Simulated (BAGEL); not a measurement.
**CH6SSi (Si(SMe)H3) at HF/6-31G(d) (density fitting with qzvpp-jkfit, spherical functions)**

Aim: the energy change on altering one bond length of CH6SSi (Si(SMe)H3) at HF/6-31G* (density fitting with qzvpp-jkfit, spherical functions), from 2 runs. 

The results are computed with BAGEL 1.2.2.

### Step 1. Starting point

CH6SSi: 9 atoms, total charge 0, spin state singlet. As SMILES, `[H][Si]([H])([H])SC`. Geometry: relaxed at GFN2-xTB.

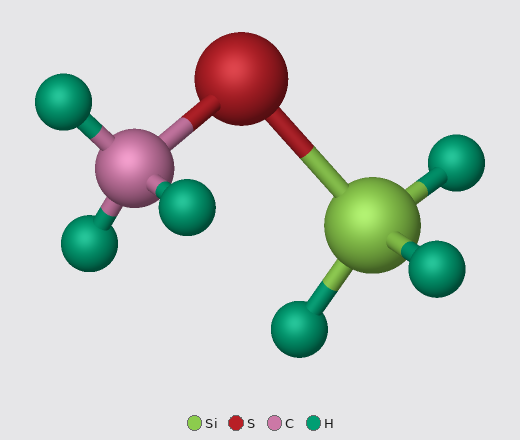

The structure, seen from a chosen angle (silicon green, sulfur red, carbon pink, hydrogen teal).

### Step 2. The energy at HF/6-31G(d) (density fitting with qzvpp-jkfit, spherical functions)

calc.json

```json
{ "bagel" : [

{
  "title" : "molecule",
  "basis" : "6-31gs.json",
  "df_basis" : "qzvpp-jkfit",
  "angstrom" : "true",
  "geometry" : [
    { "atom" : "Si", "xyz" : [   -0.367610,    0.847030,   -1.211930 ] },
    { "atom" : "S", "xyz" : [   -0.424760,    0.796280,    0.927960 ] },
    { "atom" : "C", "xyz" : [    0.355170,   -0.820020,    1.235220 ] },
    { "atom" : "H", "xyz" : [   -0.246300,   -1.606270,    0.789020 ] },
    { "atom" : "H", "xyz" : [    0.395280,   -0.950100,    2.311360 ] },
    { "atom" : "H", "xyz" : [    1.359700,   -0.829060,    0.823290 ] },
    { "atom" : "H", "xyz" : [    1.030150,    0.837800,   -1.633380 ] },
    { "atom" : "H", "xyz" : [   -1.060400,    2.076470,   -1.540820 ] },
    { "atom" : "H", "xyz" : [   -1.041220,   -0.352130,   -1.700720 ] }
  ]
},
{ "title" : "hf" },
{ "title" : "print", "file" : "orbitals.molden", "orbitals" : "true" }

]}
```

The basis set 6-31G* is read from a file made from the Basis Set Exchange's data (not shown).

Command:

```bash
$ BAGEL_NUM_THREADS=1 BAGEL calc.json > calc.out
```

The program printed:

```text
* using 1 threads per process

  ===============================================================
  ===============================================================

  *** Geometry ***

  { "atom" : "Si", "xyz" : [     -0.694682,      1.600655,     -2.290216 ] },
  { "atom" : "S", "xyz" : [     -0.802680,      1.504751,      1.753590 ] },
  { "atom" : "C", "xyz" : [      0.671174,     -1.549613,      2.334228 ] },
  { "atom" : "H", "xyz" : [     -0.465440,     -3.035410,      1.491032 ] },
  { "atom" : "H", "xyz" : [      0.746971,     -1.795429,      4.367837 ] },
  { "atom" : "H", "xyz" : [      2.569461,     -1.566696,      1.555793 ] },
  { "atom" : "H", "xyz" : [      1.946701,      1.583213,     -3.086641 ] },
  { "atom" : "H", "xyz" : [     -2.003866,      3.923960,     -2.911728 ] },
  { "atom" : "H", "xyz" : [     -1.967621,     -0.665429,     -3.213895 ] },

  Number of auxiliary basis functions:      439

  Since a DF basis is specified, we compute 2- and 3-index integrals:
    o Being stored without compression. Storage requirement is 0.014 GB

  Number of basis functions:       62
  Number of electrons      :       42

    * METHOD: MOLECULE                             0.18

  *** RHF ***

  === Nuclear Repulsion ===
   153.1567558451

      * DIIS with orbital gradients will be used.

  === RHF iteration (6-31gs.json) ===
      0       -727.73738911          0.01169065           0.04
      1       -727.79152303          0.00370741           0.03
      2       -727.79685838          0.00147913           0.03
      3       -727.79769873          0.00018883           0.03
      4       -727.79771905          0.00005393           0.03
      5       -727.79772123          0.00001383           0.03
      6       -727.79772139          0.00000372           0.03
      7       -727.79772140          0.00000111           0.03
      8       -727.79772140          0.00000024           0.03
      9       -727.79772140          0.00000008           0.03
     10       -727.79772140          0.00000003           0.03
     11       -727.79772140          0.00000001           0.03
    * SCF iteration converged.

    * Permanent dipole moment:
           (   -0.272282,     0.516539,     0.493530) a.u.

    * METHOD: HF                                   0.52

    * METHOD: PRINT                                0.01

  ===============================================================
```

Wall time 0.85 s (1 thread of Arm Neoverse V1, shared host); peak memory 0.086 GiB.

### Step 3. The distorted shape at the same level

calc.json

```json
{ "bagel": [

{
  "title": "molecule",
  "basis": "6-31gs.json",
  "df_basis": "qzvpp-jkfit",
  "angstrom": true,
  "geometry": [
    { "atom": "Si", "xyz": [      -0.266581,       1.026883,      -1.138620 ] },
    { "atom": "S", "xyz": [      -0.323731,       0.976133,       1.001270 ] },
    { "atom": "C", "xyz": [       0.456199,      -0.640167,       1.308530 ] },
    { "atom": "H", "xyz": [      -0.145271,      -1.426417,       0.862330 ] },
    { "atom": "H", "xyz": [       0.496309,      -0.770247,       2.384670 ] },
    { "atom": "H", "xyz": [       1.460729,      -0.649207,       0.896600 ] },
    { "atom": "H", "xyz": [       1.131179,       1.017653,      -1.560070 ] },
    { "atom": "H", "xyz": [      -0.959371,       2.256323,      -1.467510 ] },
    { "atom": "H", "xyz": [      -1.041220,      -0.352130,      -1.700720 ] }
  ]
},

{ "title": "hf" },

{ "title": "print", "file": "orbitals.molden", "orbitals": true }

]}
```

The basis set 6-31G* is read from a file made from the Basis Set Exchange's data (not shown).

Command:

```bash
$ BAGEL_NUM_THREADS=1 BAGEL calc.json > calc.out
```

The program printed:

```text
* using 1 threads per process

  ===============================================================
  ===============================================================

  *** Geometry ***

  { "atom" : "Si", "xyz" : [     -0.503765,      1.940528,     -2.151680 ] },
  { "atom" : "S", "xyz" : [     -0.611763,      1.844624,      1.892126 ] },
  { "atom" : "C", "xyz" : [      0.862091,     -1.209740,      2.472763 ] },
  { "atom" : "H", "xyz" : [     -0.274522,     -2.695537,      1.629568 ] },
  { "atom" : "H", "xyz" : [      0.937888,     -1.455556,      4.506373 ] },
  { "atom" : "H", "xyz" : [      2.760378,     -1.226823,      1.694328 ] },
  { "atom" : "H", "xyz" : [      2.137619,      1.923085,     -2.948105 ] },
  { "atom" : "H", "xyz" : [     -1.812948,      4.263833,     -2.773192 ] },
  { "atom" : "H", "xyz" : [     -1.967621,     -0.665429,     -3.213895 ] },

  Number of auxiliary basis functions:      439

  Since a DF basis is specified, we compute 2- and 3-index integrals:
    o Being stored without compression. Storage requirement is 0.014 GB

  Number of basis functions:       62
  Number of electrons      :       42

    * METHOD: MOLECULE                             0.18

  *** RHF ***

  === Nuclear Repulsion ===
   152.2801533953

      * DIIS with orbital gradients will be used.

  === RHF iteration (6-31gs.json) ===
      0       -727.72574817          0.01160740           0.04
      1       -727.77976042          0.00375423           0.03
      2       -727.78524491          0.00146807           0.03
      3       -727.78609023          0.00018794           0.03
      4       -727.78611045          0.00005431           0.04
      5       -727.78611267          0.00001447           0.03
      6       -727.78611285          0.00000386           0.03
      7       -727.78611286          0.00000116           0.03
      8       -727.78611286          0.00000025           0.03
      9       -727.78611286          0.00000009           0.04
     10       -727.78611286          0.00000003           0.03
     11       -727.78611286          0.00000001           0.03
    * SCF iteration converged.

    * Permanent dipole moment:
           (   -0.353317,     0.391746,     0.396498) a.u.

    * METHOD: HF                                   0.54

    * METHOD: PRINT                                0.01

  ===============================================================
```

Wall time 0.87 s (1 thread of Arm Neoverse V1, shared host).

### Step 4. Outcome

At HF/6-31G* (density fitting with qzvpp-jkfit, spherical functions):

```
                                                          quantity          value
                                         first shape: total energy  -727.79772 Eh
                                        first shape: dipole moment         1.94 D
                                          first shape: HOMO energy       -9.48 eV
                                          first shape: LUMO energy        3.39 eV
                                        first shape: HOMO–LUMO gap       12.87 eV
                                     distorted shape: total energy  -727.78611 Eh
                                    distorted shape: dipole moment         1.68 D
                                      distorted shape: HOMO energy       -9.53 eV
                                      distorted shape: LUMO energy        3.35 eV
                                    distorted shape: HOMO–LUMO gap       12.88 eV
energy change with the Si1–H9 bond stretched from 1.460 to 1.679 Å       0.316 eV
```

With the Si1–H9 bond stretched from 1.460 to 1.679 Å the energy rises by 0.32 eV (7.3 kcal/mol). The first shape isn't relaxed at this level, so the change isn't measured from a minimum.
